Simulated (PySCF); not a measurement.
AsP3SeSeO nortricyclane (AsOP$_{3}$Se$_{2}$).

Level of theory: PBE0/def2-SVP (PySCF), at a geometry from GFN2-xTB. No frequency check shows the geometry to be a minimum. GFN2-xTB bond lengths at metals and heavier atoms can be off by up to 0.1 Å and shapes distorted, which carries into these values. Without diffuse functions Rydberg states are missing, so the states' numbers hold for this basis only.

Coordinates in Å:

```
As1     -0.0035    1.3700   -0.6743
Se2      1.8006    0.4633    0.6325
P3       1.1302   -1.6959    0.5081
P4      -1.1247   -1.7017    0.5049
Se5     -1.8065    0.4541    0.6275
P6       0.0109   -1.6596   -1.4330
O7       0.0088   -0.0681   -1.7860
```

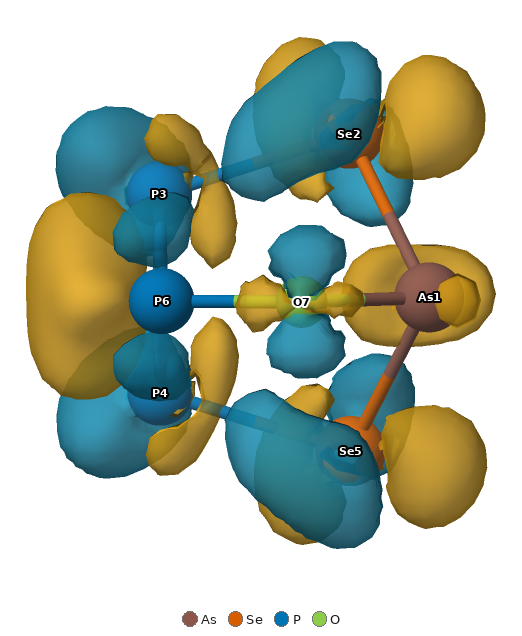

Unrelaxed difference density of T₃ less the ground state (TDA triplet states), ±0.015 e/Å³; yellow: gain, teal: loss.

> How does the charge move on excitation?

0.56 e is displaced in all, mostly between regions of the same atoms. The state: 3.73 eV (333 nm), spin-forbidden from the singlet ground state, partly diffuse acceptor orbital, which a basis without diffuse functions describes poorly; the leading pair carries 81 %; hole on Se2 and Se5 (20 % each), P3 and P4 (20 % each) and P6 (8 %), electron on Se2 and Se5 (21 % each), P3 and P4 (17 % each) and As1 (12 %) (atom shares of so diffuse an orbital are rough) (shares are of the whole state, not of the leading pair alone); their centroids lie 0.4 Å apart.
